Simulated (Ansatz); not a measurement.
SiH6O: several calculations on one system

**1. Relaxation**

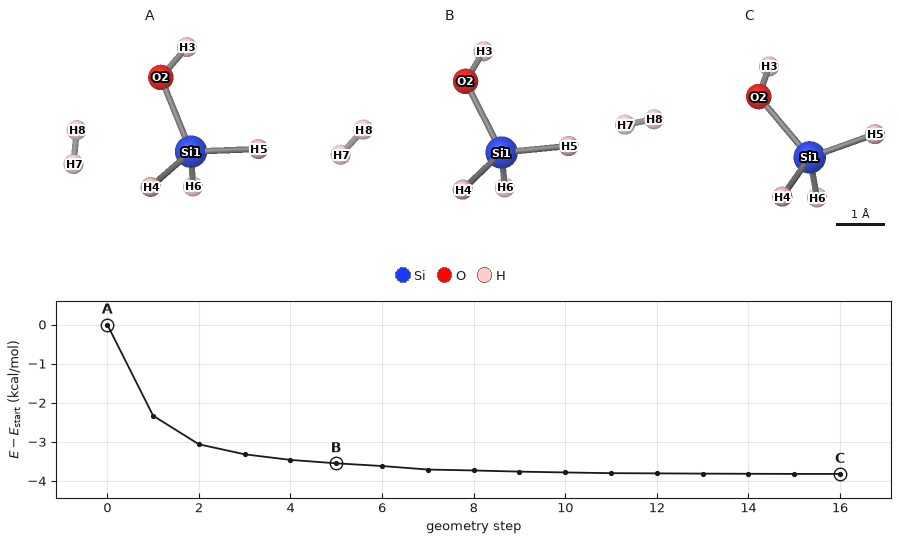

Frames of a relaxation of SiH₆O, marked on the history of the run. A ball-and-stick model, seen at a tilt.

The run prepares an end point of a later path (reaction) calculation, from a guessed geometry.

These are results of RKS r2SCAN/def2-SVP (Ansatz 0.2.0), not measurements. Settings: no spin polarisation; force threshold 0.03 eV/Å; at most 50 steps.

### Describe the path.

After 16 geometry steps the energy has fallen by 3.82 kcal/mol. Largest force component: 1.5 eV/Å at the start, 0.022 eV/Å at the end. The forces were under the threshold at step 10, but the run went on from there. H7 moves most after the best rigid fit: 1.44 Å. Largest moves by element: H 1.44 Å, Si 0.45 Å, O 0.41 Å. Some distances before and after: H7–H8 0.717 → 0.761 Å, Si1–O2 1.677 → 1.671 Å. From step 0 to 5: H7 moves most (0.77 Å), energy −3.55 kcal/mol. From step 5 to 16: H7 moves most (0.72 Å), energy −0.27 kcal/mol.

| step | E − E(0), kcal/mol | largest force component, eV/Å |
| --- | --- | --- |
| 0 | 0.00 | 1.4608 |
| 1 | -2.33 | 0.1064 |
| 2 | -3.06 | 0.1040 |
| 3 | -3.32 | 0.1489 |
| 4 | -3.46 | 0.2367 |
| 5 | -3.55 | 0.2489 |
| 6 | -3.62 | 0.1479 |
| 7 | -3.71 | 0.0544 |
| 8 | -3.73 | 0.2232 |
| 9 | -3.76 | 0.1148 |
| 10 | -3.78 | 0.0072 |
| 11 | -3.80 | 0.0353 |
| 12 | -3.80 | 0.0919 |
| 13 | -3.81 | 0.0454 |
| 14 | -3.81 | 0.0057 |
| 15 | -3.82 | 0.0083 |
| 16 | -3.82 | 0.0225 |

Limits of the set-up: the start holds two separate molecules, 2.2 Å apart at their closest, whose relative position is a soft coordinate and is computed without a dispersion correction.

**2. Relaxation**

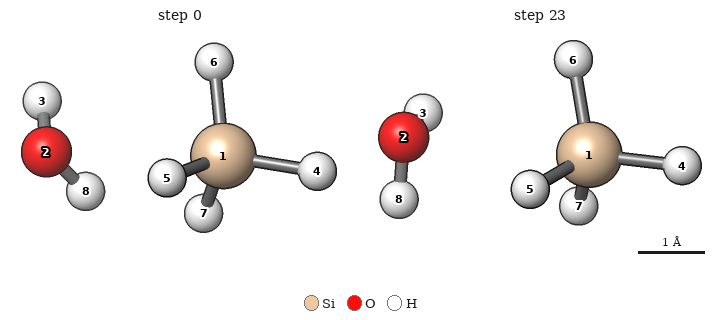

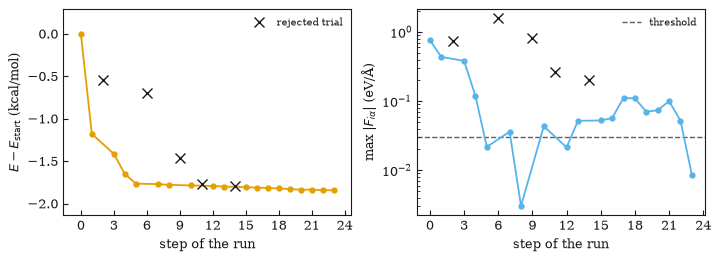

First and last geometry of a relaxation of SiH6O, with the history of the run. Style: ball-and-stick. Shown at a tilt.

The run prepares an end point of a later path (reaction) calculation, from a guessed geometry.

Method: RKS r2SCAN/def2-SVP (Ansatz 0.2.0). (no spin polarisation; force threshold 0.03 eV/Å; at most 50 steps)

**Did the run converge, and what did it change?**

It converged. The atom that moves furthest after the best rigid fit is H8 (0.78 Å). By element the largest moves are H 0.78 Å, O 0.23 Å, Si 0.09 Å. Some distances before and after: Si1–H7 1.474 → 1.493 Å, O2–H8 0.984 → 0.966 Å. Over 18 accepted moves (23 points after the start) the energy falls by 1.84 kcal/mol. The largest force component goes from 0.77 to 0.0086 eV/Å. The line search rejected the trial steps at points 2, 6, 9, 11, 14 of the run. The forces were under the threshold at step 5, but the run went on from there. The run took 54 s on 1 thread of Arm Neoverse V1, with other jobs on the host, peak memory 0.12 GiB.

**3. Path**

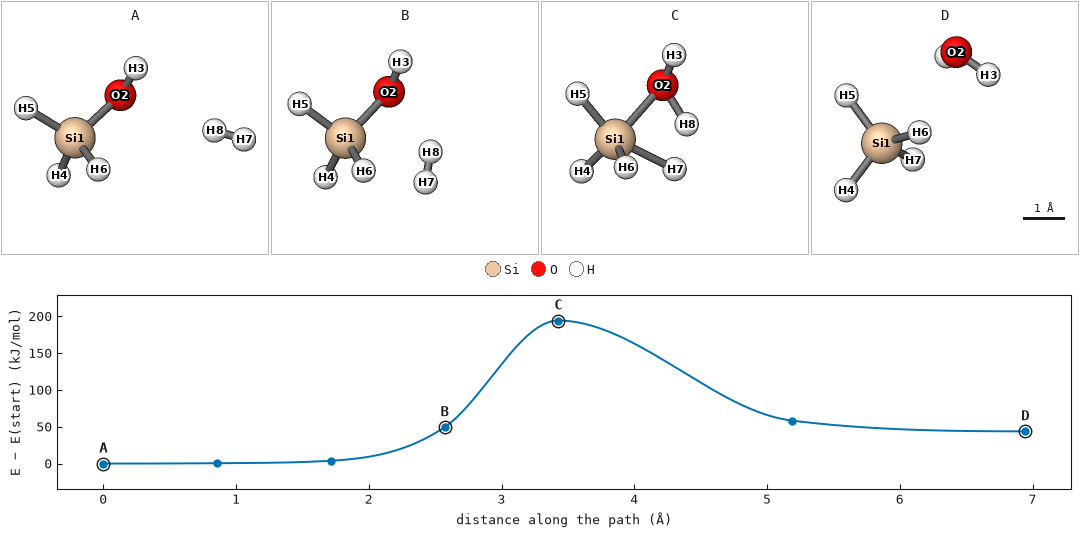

A search for the minimum-energy path of SiH$_{6}$O, made up at the start of SiH₄O and H2 by the nudged elastic band. Images are numbered from 0 (start) to 6 (end). Frames A to D are images 0, 3, 4, 6. The picture is a ball-and-stick view, seen from a free direction.

Method: Ansatz 0.2.0, RKS r2SCAN/def2-SVP. Settings: 5 movable images; climbing image; force threshold 0.03 eV/Å; iteration limit 60; starting path through a guess of the saddle point.

Question: Describe the mechanism and the energy profile.

Answer: Breaking: H7–H8 (0.76 → 1.15 at the top → 2.74 Å), Si1–O2 (1.67 → 1.91 at the top → 3.02 Å). Forming: O2–H8 (2.51 → 1.13 at the top → 0.97 Å), Si1–H7 (4.32 → 1.75 at the top → 1.49 Å). The highest point, image 4, lies 194.2 kJ/mol above the start and 150.5 kJ/mol above the end; the end is at +43.7 kJ/mol relative to the start. The band is converged.

Limits of the set-up: the start holds two separate molecules, 2.5 Å apart at their closest, whose relative position is a soft coordinate and is computed without a dispersion correction.
